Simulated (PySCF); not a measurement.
C₃H₃N₃, SMILES `c1ncncn1`.

PySCF calculation, B3LYP/def2-SVPD, gas phase; geometry: GFN2-xTB. No frequency check shows the geometry to be a minimum.

Geometry (Å), atoms numbered from 1:

```
C1       0.4354    1.2101    0.0000
N2       1.3343    0.2403    0.0000
C3       0.8303   -0.9821    0.0000
N4      -0.4590   -1.2757    0.0000
C5      -1.2657   -0.2280    0.0000
N6      -0.8753    1.0353    0.0000
H7       0.8021    2.2292    0.0000
H8       1.5295   -1.8092    0.0000
H9      -2.3316   -0.4200    0.0000
```

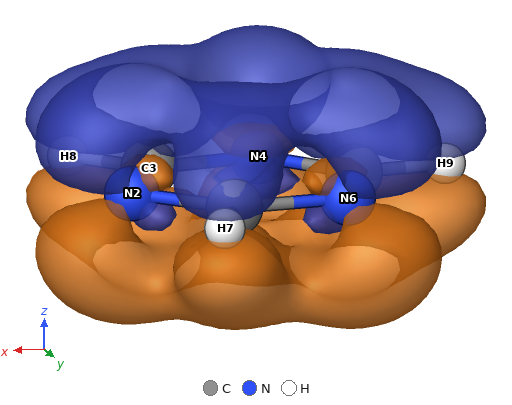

Change of the electron density in a uniform field of 0.10 V/Å, surfaces at ±0.0005 e/Å³ (orange: gain, blue: loss).

Q: Along which Cartesian direction does the field point?

A: Along +z: electrons gather on the −z side, against the field.

Q: How large is the response?

A: The induced dipole is 0.16 D (along the field); α along this axis, from the fields in both directions, is 32 bohr³ (4.7 Å³).

Q: Which atoms gain and lose the most charge?

A: Hardly any: no atom's Hirshfeld charge changes by as much as 0.002 e. The density shifts from one side of each atom to the other; 0.019 electrons are displaced in all.
